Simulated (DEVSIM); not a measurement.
System: Ni/SiON/SiO2/n-Si capacitor, at 300 K.

```csv
layer (left to right),material,thickness (nm),Nd (cm⁻³)
1,SiON,18.0,-
2,SiO2,0.540,-
3,Si,4400,1.7e16
```

Metal gate on the left, work function 5.1 eV. Fixed charge at the semiconductor interface 1.2e12 cm⁻² (in units of +e); no interface traps.

Constants are typed, rounded textbook-type inputs, not results; the design itself was drawn at random and stands for no fabricated device. Values at 300 K.

| parameter | SiON | SiO2 | Si |
|---|---|---|---|
| gap (eV) | 7 | 9 | 1.124 |
| affinity (eV) | 1.4 | 0.9 | 4.05 |
| permittivity | 5.5 | 3.9 | 11.7 |
| Nc (cm⁻³) | - | - | 2.86e19 |
| Nv (cm⁻³) | - | - | 3.1e19 |

Model (solved in DEVSIM): 1D Poisson equation in equilibrium, Boltzmann statistics, complete ionisation; no quantum confinement or tunnelling. Metal contacts follow the ideal Schottky-Mott rule: no Fermi-level pinning, no interface dipoles.

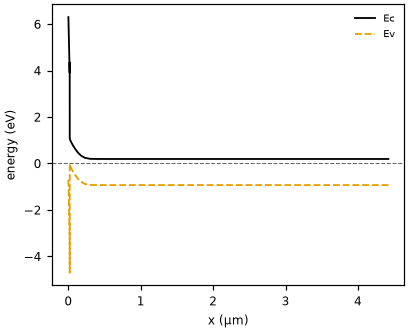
Band edges at -2.6 V on the gate

Energies count from the Fermi level of the right contact; mesh points crowd at the junctions.

```
x (μm)    Ec (eV)  Ev (eV)  n (cm⁻³)  p (cm⁻³)  field (V/cm)
--------  -------  -------  --------  --------  ------------
0.000       6.300   -0.700     < 1e2     < 1e2      -1400000
0.001626    6.080   -0.920     < 1e2     < 1e2      -1400000
0.005036    5.620   -1.380     < 1e2     < 1e2      -1400000
0.01164     4.728   -2.272     < 1e2     < 1e2      -1400000
0.01659     4.059   -2.941     < 1e2     < 1e2      -1400000
0.01808     4.354   -4.646     < 1e2     < 1e2      -1900000
0.01866     1.112   -0.012     < 1e2    2.0e19       -400000
0.02159     1.049   -0.075     < 1e2    1.7e18       -130000
0.02788     0.990   -0.134       670    1.7e17        -74000
0.04272     0.895   -0.229     27000    4.3e15        -60000
0.08064     0.687   -0.437     8.2e7    1.4e12        -50000
0.2245      0.244   -0.880    2.3e15     51000        -12000
0.5343      0.192   -0.932    1.7e16      6800           ≈ 0
1.308       0.192   -0.932    1.7e16      6800           ≈ 0
3.263       0.192   -0.932    1.7e16      6800           ≈ 0
3.957       0.192   -0.932    1.7e16      6800           ≈ 0
4.228       0.192   -0.932    1.7e16      6800           ≈ 0
4.343       0.192   -0.932    1.7e16      6800           ≈ 0
4.396       0.192   -0.932    1.7e16      6800           ≈ 0
4.410       0.192   -0.932    1.7e16      6800           ≈ 0
4.416       0.192   -0.932    1.7e16      6800           ≈ 0
4.418       0.192   -0.932    1.7e16      6800           ≈ 0
```
